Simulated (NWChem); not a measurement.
**CH4ClGe (SMILES [CH3][GeH][Cl]) at 3 levels**

Aim: a comparison of 3 runs (UHF/def2-SVP, UPBE0/def2-SVP, UMP2/def2-SVP) of CH4ClGe. 

The calculation is run with NWChem 7.3.0.

2 further runs of the same task are left out: 2 set aside as unsound or not needed. Runs told in other sessions of the task aren't counted.

### 1 The system as given

CH4ClGe: 7 atoms, total charge 0, spin state doublet. As SMILES, `[CH3][GeH][Cl]`. One bond was lengthened or shortened from a relaxed shape.

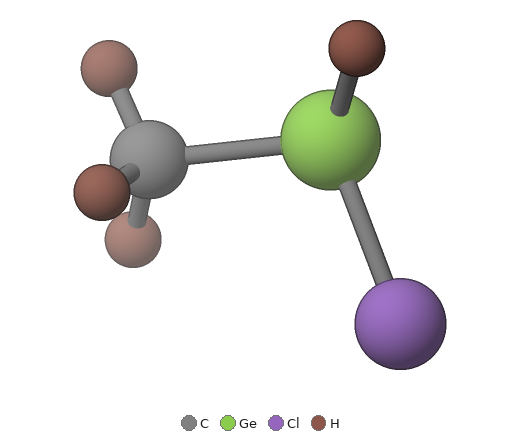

The structure, seen from a chosen angle (carbon grey, germanium green, chlorine purple, hydrogen brown).

### 2 The energy at UHF/def2-SVP (run 1)

job.nw reads:

```
start job
title "CH4ClGe"
memory total 2200 mb
charge 0

geometry units angstroms noautosym nocenter noautoz
   C    -0.596100    0.500966   -0.325321
   Ge    0.842400   -0.822934   -0.246521
   Cl    1.154000   -1.299134    1.846079
   H    -0.296400    1.377066    0.253879
   H    -1.646200    0.021400    0.160800
   H    -0.772900    0.791966   -1.361621
   H     2.198400   -0.261934   -0.753521
end

basis spherical bse
   * library def2-SVP
end

scf
   doublet
   uhf
   thresh 1e-08
   maxiter 80
end

task scf energy
```

Command:

```console
nwchem job.nw > job.out
```

Standard output:

```text
[...]
  functions       =    84
[...]
  wavefunction    = UHF
[...]
         Total SCF energy =  -2574.631428961924
      One electron energy =  -4087.190300778936
      Two electron energy =   1259.953706463730
 Nuclear repulsion energy =    252.605165353283
                       Sz =      0.5000
                 Sz(Sz+1) =      0.7500
                      S^2 =      0.7537
[...]
```

Wall time 30 s (1 thread of Intel Xeon Platinum 8259CL at 2.50GHz (Skylake/Cascade Lake), shared host); peak memory 0.099 GiB.

### 3 The energy at UPBE0/def2-SVP (run 2)

run.nw reads:

```
start run
title "CH4ClGe energy"
memory 2200 mb

geometry noautosym nocenter noautoz
C    -0.596100    0.500966   -0.325321
Ge    0.842400   -0.822934   -0.246521
Cl    1.154000   -1.299134    1.846079
H    -0.296400    1.377066    0.253879
H    -1.646200    0.021400    0.160800
H    -0.772900    0.791966   -1.361621
H     2.198400   -0.261934   -0.753521
end

basis spherical bse
* library def2-SVP
end

dft
xc pbe0
mult 2
grid xfine
convergence energy 1e-08
maxiter 100
mulliken
end

task dft energy
```

Command:

```console
nwchem run.nw > run.out
```

Standard output:

```text
[...]
          Wavefunction type:  spin polarized.
          No. of atoms     :     7
          No. of electrons :    59
[...]
          Charge           :     0
          Spin multiplicity:     2
[...]
          AO basis - number of functions:    84
[...]
              XC Information
              --------------
                         PBE0 Method XC Functional
                     Hartree-Fock (Exact) Exchange  0.250
          PerdewBurkeErnzerhof Exchange Functional  0.750
            Perdew 1991 LDA Correlation Functional  1.000 local
           PerdewBurkeErnz. Correlation Functional  1.000 non-local
[...]
 d= 0,ls=0.0,diis     1  -2576.7722055635 -2.83D+03  6.17D-03  7.29D-02     6.8
[...]
 d= 0,ls=0.0,diis    11  -2576.8125660502 -1.38D-09  1.77D-07  1.18D-10    66.9
[...]
         Total DFT energy =    -2576.812566050185
      One electron energy =    -4086.980843802169
           Coulomb energy =     1371.284747679906
    Exchange-Corr. energy =     -113.721635281204
 Nuclear repulsion energy =      252.605165353283
[...]
      Total Density - Mulliken Population Analysis
     ---------------------------------------------
    Atom       Charge   Shell Charges
 -----------   ------   -------------------------------------------------------
    1 C    6     6.35   1.99  0.90  0.32  2.04  1.09  0.02
    2 Ge  32    31.62   2.00  2.00  1.99  1.24  0.20  6.00  5.98  1.24  0.80  8.10  1.81  0.26
    3 Cl  17    17.28   2.00  1.99  1.25  0.72  5.93  2.13  3.25  0.02
    4 H    1     0.90   0.72  0.15  0.03
    5 H    1     0.89   0.66  0.21  0.02
    6 H    1     0.91   0.73  0.16  0.03
    7 H    1     1.05   0.70  0.34  0.01
[...]
      <S2> =      0.7516 (Exact =     0.7500)
[...]
```

Run time: 68 s. Hardware: 1 thread of Intel Xeon Platinum 8259CL at 2.50GHz (Skylake/Cascade Lake), shared host; peak memory 0.13 GiB.

### 4 The energy at UMP2/def2-SVP (run 3)

nw.nw reads:

```
start nw
title "CH4ClGe energy"
memory stack 880 mb heap 220 mb global 1100 mb

geometry units angstroms noautosym nocenter noautoz
  C    -0.596100    0.500966   -0.325321
  Ge    0.842400   -0.822934   -0.246521
  Cl    1.154000   -1.299134    1.846079
  H    -0.296400    1.377066    0.253879
  H    -1.646200    0.021400    0.160800
  H    -0.772900    0.791966   -1.361621
  H     2.198400   -0.261934   -0.753521
end

basis spherical bse
  C library def2-SVP
  Ge library def2-SVP
  Cl library def2-SVP
  H library def2-SVP
end

scf
  nopen 1
  uhf
  thresh 1e-08
  maxiter 80
end

mp2
  freeze core 15
  tight
end

task mp2 energy
```

Command:

```console
nwchem nw.nw > nw.out
```

Standard output:

```text
[...]
  functions       =    84
[...]
  wavefunction    = UHF
[...]
         Total SCF energy =  -2574.631428961924
      One electron energy =  -4087.190300778936
      Two electron energy =   1259.953706463730
 Nuclear repulsion energy =    252.605165353283
                       Sz =      0.5000
                 Sz(Sz+1) =      0.7500
                      S^2 =      0.7537
[...]
          Total MP2 energy         -2575.122804601117
[...]
```

Wall time 37 s (1 thread of Intel Xeon Platinum 8259CL at 2.50GHz (Skylake/Cascade Lake), shared host); peak memory 0.2 GiB.

### 5 All runs side by side

| run | level | iteration cap | module | energy (Eh) | dipole moment (D) of the reference | HOMO energy (eV) | LUMO energy (eV) | wall time |
| --- | --- | --- | --- | --- | --- | --- | --- | --- |
| 1 | UHF/def2-SVP | 80 | scf | -2574.631429 | 2.59 | -9.08 | 0.91 | 30 s |
| 2 | UPBE0/def2-SVP | 100 | dft | -2576.812566 | 2.32 | -6.18 | -2.86 | 68 s |
| 3 | UMP2/def2-SVP | 80 | mp2 | -2575.122805 | – | -9.08 | 0.91 | 37 s |

### 6 Results

```
                                                         quantity           value
                                              run 3: total energy  -2575.12280 Eh
run 3: HOMO energy (Hartree–Fock orbitals) (highest over α and β)        -9.08 eV
 run 3: LUMO energy (Hartree–Fock orbitals) (lowest over α and β)         0.91 eV
              run 3: correlation energy (15 core orbitals frozen)      -491.4 mEh
                         run 3: ⟨S²⟩ of the reference determinant           0.754
```

All runs together took 2.2 min, the longest 68 s.
